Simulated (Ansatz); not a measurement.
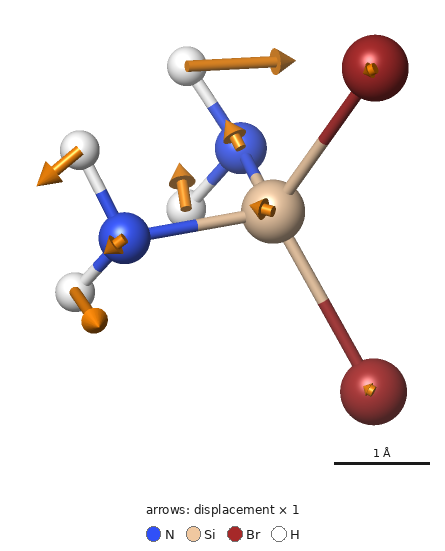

A relaxation of SiN2H4Br2 (coarse preliminary run). The starting structure is drawn; orange arrows show the displacements, at their true length. The two geometries are superimposed by the best rigid fit.

The picture is a ball-and-stick view, seen at a tilt.

The start comes from a force field.

These are results of RKS PBE-D4/def2-SVP (Ansatz), not measurements. (force threshold 0.03 eV/Å; at most 200 steps)

Question: Atoms of which element are displaced furthest, and by how much?

Answer: Hydrogen: up to 1.27 Å, against 0.37 Å for nitrogen.

Question: Describe the change and its energy.

Answer: Over 15 accepted moves (17 points after the start) the energy falls by 34.6 kcal/mol. The largest force component goes from 5.4 to 0.02 eV/Å. The line search rejected the trial steps at points 8, 15 of the run. The largest moves after the best rigid fit, 1.27 Å, are those of H atoms. By element the largest moves are H 1.27 Å, N 0.37 Å, Si 0.29 Å, Br 0.16 Å. Among the contacts that change: N–Si 1.613 → 1.719 Å, Br–Si 2.187 → 2.257 Å, H–N 0.965 → 1.023 Å, N–Si 1.678 → 1.718 Å. Among the angles between lasting bonds that change: Si–N–H 107.2° → 118.1°, N–Si–N 99.0° → 108.1°, Br–Si–Br 114.7° → 106.1°.
